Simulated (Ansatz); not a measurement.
# ScCd2P2: a short molecular-dynamics run

What does ScCd2P2 do over 40 steps of 1 fs at constant energy, with velocities drawn for 2000 K? The cell is a randomly packed cell of 5 atoms, taken as it stands, without a relaxation.

All numbers below are computed with Ansatz 0.2.0 (DFT PBE+U, plane waves, PAW, scalar-relativistic, no spin polarisation).

### 1 Starting point

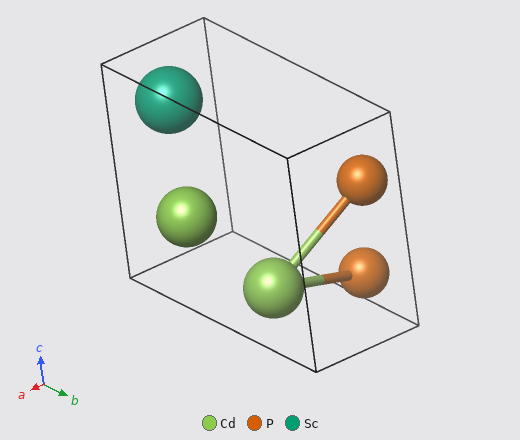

The starting structure, seen slightly off an axis (cadmium green, phosphorus orange, scandium teal). Each atom of the cell is drawn once.

Coordinates:

```cif
data_structure
_symmetry_space_group_name_H-M 'P 1'
_symmetry_Int_Tables_number 1
_cell_length_a 5.8898
_cell_length_b 5.0104
_cell_length_c 4.7820
_cell_angle_alpha 97.242
_cell_angle_beta 69.634
_cell_angle_gamma 69.309
_cell_volume 118.67
loop_
_atom_site_label
_atom_site_type_symbol
_atom_site_fract_x
_atom_site_fract_y
_atom_site_fract_z
_atom_site_occupancy
Cd1 Cd 0.52662 0.51488 0.07024 1
Cd2 Cd 0.88854 0.29673 0.38604 1
P1 P 0.05591 0.81448 0.60388 1
P2 P 0.99779 0.71541 0.11446 1
Sc1 Sc 0.44376 0.00597 0.70747 1
```

### 2 The run

The input, input.yaml:

```yaml
crystal:
  lattice:
    - [5.729913, 1.21593, 0.616138]
    - [0.862502, 4.881175, -0.730763]
    - [1.245878, -0.148083, 4.614438]
  atoms:
    - { symbol: Cd, position: [0.526619, 0.514883, 0.070235] }
    - { symbol: Cd, position: [0.888541, 0.296734, 0.386038] }
    - { symbol: P, position: [0.055914, 0.81448, 0.603884] }
    - { symbol: P, position: [0.997795, 0.715412, 0.114465] }
    - { symbol: Sc, position: [0.443759, 0.005968, 0.707472] }
kpoints:
  mp_grid: { grid: [3, 3, 4] }
magnetization:
  spin_polarized: false
scf:
  occupations: { method: gaussian, width: 0.1 }
  initial_density: { chi_scale: 0.1 }
hamiltonian:
  pseudopotentials: { kind: paw }
  xc: pbe
  hubbard: { sites: [{ species: Sc, l: d, u_eff: 6.0 }], double_counting: fll }
basis:
  ecutwfc: 420
md:
  timestep: 1.0
  n_steps: 40
  ensemble: nve
  temperature: 2000.0
  initial_velocities: maxwell_boltzmann
  seed: 836557
```

The run is started by

```console
$ ansatz run input.yaml --threads 2 --pin off --max-ram 2560MiB --backend cpu --events-out ev --progress --plain --runs-dir out
```

What does the calculation give? Wanted: temperature, first and last step; temperature, second half; potential energy, second half; largest change of the total energy; mean square displacement, second half.

As calculated:

| quantity | value |
| --- | --- |
| length | 40 steps of 1 fs |
| temperature, first and last step | 2000 and 844 K |
| temperature, second half | mean 1237 K, from 844 to 1755 K |
| potential energy, second half | +79 meV/atom from the start |
| largest change of the total energy | 0.05 meV/atom |
| mean square displacement, second half | P 0.187, Sc 0.052, Cd 0.007 Å² |

In words: The temperature starts at 2000 K and averages 1237 K in the second half, where it still falls, from 1755 to 844 K. The total energy strays from its start by at most 0.05 meV/atom, under 0.1 % of the mean kinetic energy, which is good for a step of 1 fs. Over the second half P atoms stand 0.4 Å (root mean square) from where they began, and the farthest move is 0.5 Å. Settings off the usual here: hamiltonian.hubbard, scf.initial_density.chi_scale. 40 fs on 5 atoms is far too short and small for converged averages. The k-mesh is coarse for this cell.
